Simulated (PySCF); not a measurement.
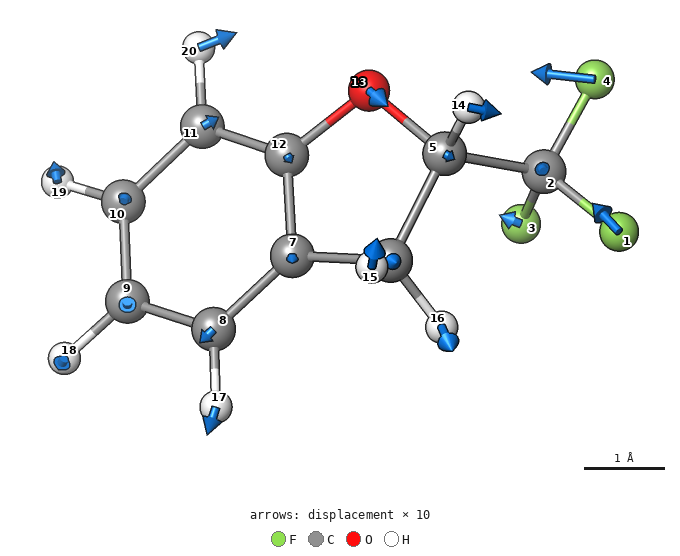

This is a relaxation of C₉H₇F₃O. The starting structure is drawn; blue arrows show the displacements, magnified 10 times. The two geometries are superimposed by the best rigid fit.

Style: ball-and-stick. Shown at a tilt.

The start comes from GFN2-xTB. Its atoms were then displaced at random by about 0.01 Å.

Computed with PBE0-D3(BJ)/def2-SVP geometry optimisation, gas phase in PySCF. 

### Which element moves most?

Fluorine: up to 0.086 Å, against 0.060 Å for hydrogen.

### What happened in the run?

The largest move after the best rigid fit is that of an F atom, 0.086 Å. By element the largest moves are F 0.086 Å, H 0.060 Å, O 0.039 Å, C 0.027 Å. Among the contacts that change: C–F 1.379 → 1.338 Å, C–F 1.359 → 1.328 Å, C–O 1.444 → 1.420 Å, C–H 1.080 → 1.100 Å. Among the angles between lasting bonds that change: F–C–F 105.2° → 108.0°. Over 16 geometry steps the energy falls by 0.149 eV.
